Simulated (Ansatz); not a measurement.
A series of calculations on AlNH$_{3}$F

## 1. Relaxation

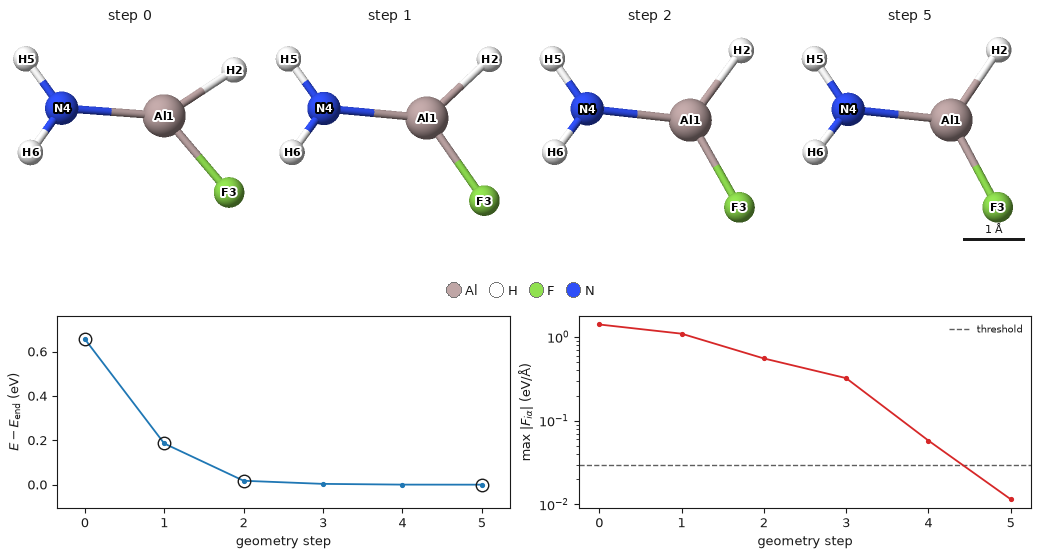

Frames of a relaxation of AlNH₃F, marked on the history of the run. Style: ball-and-stick. Shown at a tilt.

The run prepares an end point of a later path (reaction) calculation, from a guessed geometry.

The calculation used RKS PBE0-D4/6-31G* (Ansatz).

Input file:
```yaml
crystal:
  periodic: [false, false, false]
  atoms:
    - { symbol: Al, position_ang: [0.053176, -0.036002, 0.14339] }
    - { symbol: H, position_ang: [0.629632, -0.41509, 1.52125] }
    - { symbol: F, position_ang: [1.589962, 0.44539, -0.246928] }
    - { symbol: "N", position_ang: [-1.417489, -0.004763, -0.826962] }
    - { symbol: H, position_ang: [-2.324547, -0.316217, -0.509002] }
    - { symbol: H, position_ang: [-1.473733, 0.326683, -1.780847] }
basis:
  gaussian: { orbitals: "6-31G*" }
hamiltonian:
  xc: pbe0
  dispersion: d4
relax:
  f_tol: 0.03
  max_steps: 50
```

Command:
```bash
ansatz run input.yaml --threads 1 --pin off --max-ram 2048MiB --backend cpu --events-out ev --progress --plain --runs-dir out
```

Q: Describe the path.

A: The energy falls by 0.656 eV in 5 geometry steps. Largest force component: 1.4 eV/Å at the start, 0.012 eV/Å at the end. H2 moves most after the best rigid fit: 0.42 Å. By element the largest moves are H 0.42 Å, F 0.35 Å, Al 0.13 Å, N 0.11 Å. Some distances before and after: Al1–H2 1.541 → 1.580 Å, Al1–N4 1.762 → 1.767 Å. Among the angles between lasting bonds that change: H2–Al1–F3 86.3° → 119.8°, H2–Al1–N4 144.0° → 122.1°, F3–Al1–N4 129.7° → 118.1°. Cost: 11 s on 1 thread of Arm Neoverse V1, on a shared host, peak memory 0.12 GiB. From step 0 to 1: H2 moves most (0.20 Å), energy −0.471 eV. From step 1 to 2: H2 moves most (0.20 Å), energy −0.168 eV. From step 2 to 5: H2 moves most (0.04 Å), energy −0.018 eV.

```
step  E − E(0), eV  largest force component, eV/Å
   0        0.0000                         1.4099
   1       -0.4708                         1.0954
   2       -0.6389                         0.5544
   3       -0.6529                         0.3227
   4       -0.6562                         0.0580
   5       -0.6565                         0.0116
```

## 2. Relaxation

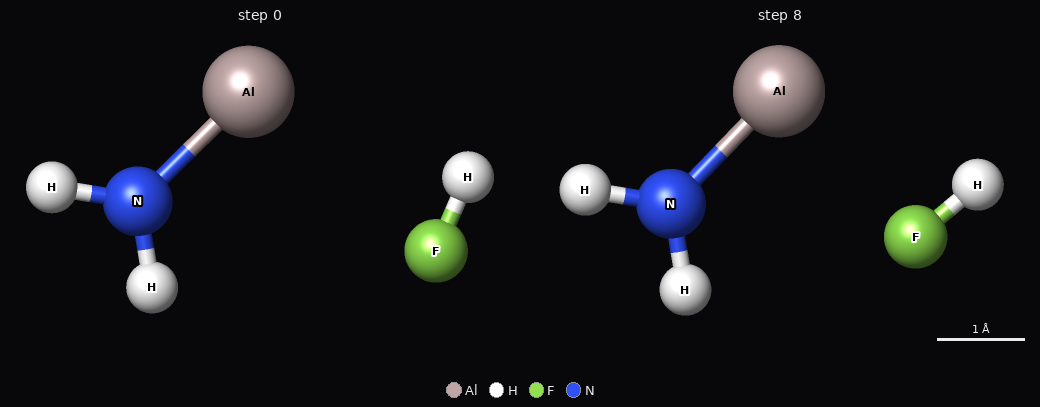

The structure of AlNH₃F before (left) and after (right) a relaxation, at one scale.

Style: ball-and-stick. Shown face on.

The run prepares an end point of a later path (reaction) calculation, from a guessed geometry.

Computed with RKS PBE0-D4/6-31G* in Ansatz 0.2.0.

The input:
```yaml
crystal:
  periodic: [false, false, false]
  atoms:
    - { symbol: Al, position_ang: [-0.986911, -0.556455, 0.721482] }
    - { symbol: H, position_ang: [1.682894, 0.050221, 1.082218] }
    - { symbol: F, position_ang: [1.688312, 0.394582, 0.217972] }
    - { symbol: "N", position_ang: [-1.637913, -0.069903, -0.889659] }
    - { symbol: H, position_ang: [-2.595451, -0.185731, -1.203552] }
    - { symbol: H, position_ang: [-1.093931, 0.367286, -1.627562] }
basis:
  gaussian: { orbitals: "6-31G*" }
hamiltonian:
  xc: pbe0
  dispersion: d4
relax:
  f_tol: 0.03
  max_steps: 50
```

Command:
```bash
ansatz run input.yaml --threads 1 --pin off --max-ram 2048MiB --backend cpu --events-out ev --progress --plain --runs-dir out
```

Q: Summarise the run.

A: F3 moves most after the best rigid fit: 0.50 Å. Largest moves by element: F 0.50 Å, H 0.16 Å, N 0.16 Å, Al 0.13 Å. Among the contacts that change: Al1–F3 2.884 → 2.337 Å, H2–F3 0.930 → 0.941 Å. After 8 geometry steps the energy has fallen by 0.083 eV. The largest force component goes from 0.3 to 0.013 eV/Å.

Limits of the set-up: the start holds two separate molecules, 2.8 Å apart at their closest, whose relative position is a soft coordinate.

## 3. Path

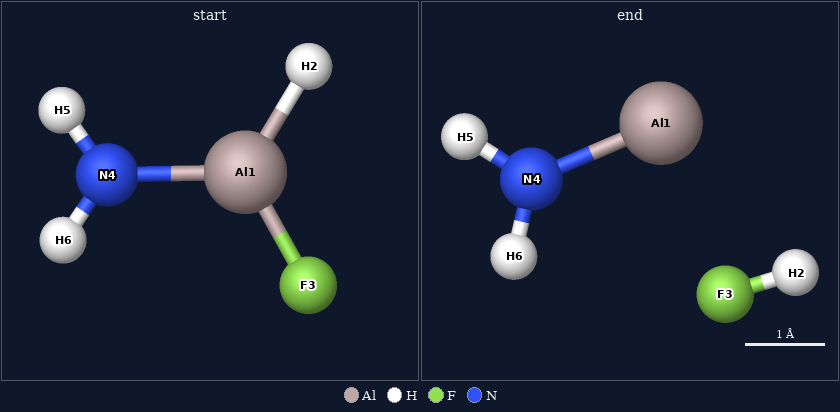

The two relaxed end points of a path for AlNH3F. The picture is a ball-and-stick view, seen face on.

Level of theory: RKS PBE0-D4/6-31G* in Ansatz.

Run with 7 movable images; climbing image; force threshold 0.05 eV/Å; iteration limit 60.

Start:
```xyz
6

Al    0.1860   -0.0116    0.1542
H     0.2514   -0.5402    1.6415
F     1.5569    0.5580   -0.5785
N    -1.3182   -0.0027   -0.7738
H    -2.2063   -0.3267   -0.4170
H    -1.4129    0.3232   -1.7254
```

End:
```xyz
6

Al   -0.8261   -0.4814    0.8322
H     1.6855    0.0740    0.8205
F     1.2330    0.2688    0.0191
N    -1.5227   -0.0459   -0.7776
H    -2.4968   -0.1658   -1.0314
H    -1.0159    0.3503   -1.5619
```

> What barrier does the band find between them, and by what path?

The highest point, image 5, lies 3.29 eV above the start and 0.49 eV above the end; the end is at +2.80 eV relative to the start. Breaking: Al1–F3 (1.66 → 1.88 at the top → 2.34 Å), Al1–H2 (1.58 → 1.74 at the top → 2.57 Å). Forming: H2–F3 (2.80 → 1.22 at the top → 0.94 Å). The band is converged. At the top, the vibrational analysis gives one imaginary mode (1195i cm⁻¹), as a transition state must have.

Energies of the converged images:

| image | path (Å) | E (eV) |
| --- | --- | --- |
| 0 | 0.00 | 0.000 |
| 1 | 0.38 | 0.077 |
| 2 | 0.75 | 0.410 |
| 3 | 1.13 | 1.205 |
| 4 | 1.51 | 2.470 |
| 5 | 1.89 | 3.294 |
| 6 | 2.21 | 2.960 |
| 7 | 2.54 | 2.823 |
| 8 | 2.87 | 2.799 |

The geometry at the top of the path:

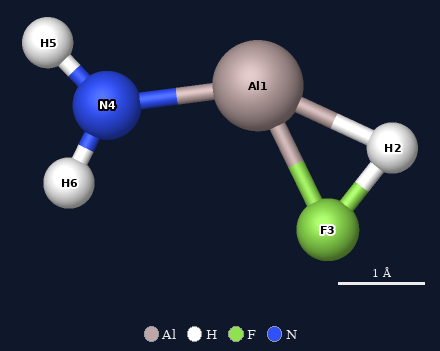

Cost: 2.9 min on 1 thread of Arm Neoverse V1 (shared host), peak memory 0.1 GiB.
